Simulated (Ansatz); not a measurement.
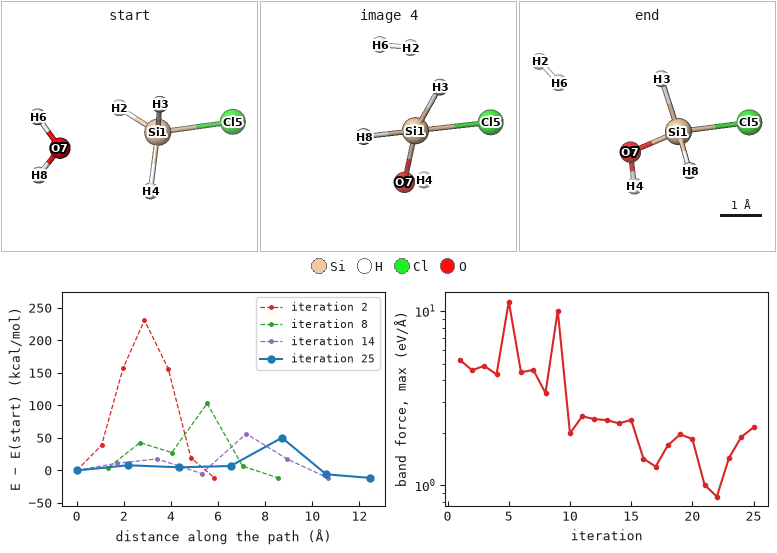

A search for the minimum-energy path of SiH5OCl, made up of SiH3Cl and H2O by the nudged elastic band. Images are numbered from 0 (start) to 6 (end). The plot follows the band through its iterations. The picture is a ball-and-stick view, seen from a free direction.

Method: Ansatz 0.2.0, RKS PBE0-D4/def2-SVP.

Input file:
```yaml
crystal:
  periodic: [false, false, false]
  atoms:
    - {symbol: Si, position_ang: [-0.648437, -0.037553, -0.785477]}
    - {symbol: H, position_ang: [0.518586, 0.802131, -1.133535]}
    - {symbol: H, position_ang: [-0.294946, -1.459434, -0.605341]}
    - {symbol: H, position_ang: [-1.433675, 0.518714, 0.335597]}
    - {symbol: Cl, position_ang: [-1.898510, 0.035563, -2.441896]}
    - {symbol: H, position_ang: [1.866451, -0.355738, 1.254214]}
    - {symbol: O, position_ang: [0.943505, -0.159232, 1.433888]}
    - {symbol: H, position_ang: [0.947027, 0.655549, 1.942550]}
basis:
  gaussian: {orbitals: def2-SVP}
hamiltonian: {xc: pbe0, dispersion: d4}
neb:
  images: 5
  climbing: true
  max_iterations: 30
  initial_path: idpp
  final_atoms:
    - {symbol: Si, position_ang: [-1.142738, -0.191988, 0.146413]}
    - {symbol: H, position_ang: [3.088077, -0.429505, -1.057246]}
    - {symbol: H, position_ang: [-0.827217, -1.297403, -0.776262]}
    - {symbol: H, position_ang: [0.297590, 1.127828, 1.275332]}
    - {symbol: Cl, position_ang: [-2.195624, 1.243272, -0.879426]}
    - {symbol: H, position_ang: [2.497748, -0.226120, -0.646588]}
    - {symbol: O, position_ang: [0.293566, 0.386057, 0.668163]}
    - {symbol: H, position_ang: [-2.011403, -0.612141, 1.269614]}
```

Command:
```bash
ansatz run in.yaml --threads 2 --pin off --events-out ev --progress --plain --max-ram 4352MiB
```

**Did the band converge, and can the barrier be trusted?**

The result isn't final. The run hit its time limit after 25 iterations, unconverged. The largest component of the band force went from 5.2 to 2.2 eV/Å. The barrier read from it is provisional: over the last two iterations the highest image moved from 42.6 kcal/mol to 50.3 kcal/mol. The largest force component is 0.28 eV/Å at the start and 0.47 eV/Å at the end; an end with forces this large is no minimum, and the barrier measured from it can be far off. The settings are unsound (end atoms swapped), so the numbers of this run aren't to be trusted. The first iteration put the highest image at 279.7 kcal/mol. The highest point, image 4, lies 50.3 kcal/mol above the start and 61.9 kcal/mol above the end; the end is at −11.6 kcal/mol relative to the start. The profile has 2 maxima (images 1, 4) with a dip at image 2 (+4.8 kcal/mol), which on an unconverged band is provisional.

Limits of the set-up: the start holds two separate molecules, 2.7 Å apart at their closest, whose relative position is a soft coordinate.

Cost: 2.5 min on 2 threads of Arm Neoverse V1, on a shared host.
